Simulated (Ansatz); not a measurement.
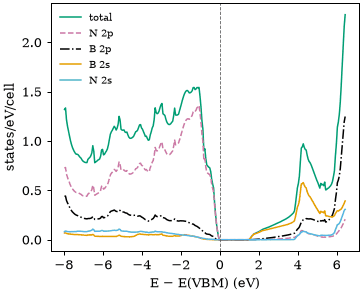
Fig. 1. Total and projected density of states of BN (NiAs type, space group No. 194), PBE in the plane-wave PAW code Ansatz

Task: Which orbitals carry the states next to the gap?

Result: Top 1 eV of the valence band: N 2p 90 %, B 2p 7 %. Bottom 1 eV of the conduction band: B 2s 89 %, B 2p 9 %. Projections are on Löwdin-orthogonalised atomic valence shells; empty p or d shells of many metals are not among them.

Task: Where is the tallest occupied peak in this window, and what makes it?

Result: Near -1.1 eV, about 1.5 states/eV per cell; the largest projected share is N 2p.

Space group P6_3/mmc (NiAs type). The cell is a constructed one: a structure type filled with these elements. Its sites differ from those of the usual phase in this space group: another stacking or structure type. The cell was relaxed with PBE under the symmetry of its start. At this level the phase is dynamically unstable (imaginary phonons). Its formation energy is positive at this level, so the cell may be metastable or incomplete.

Potentials: the later of the program's two PAW sets.
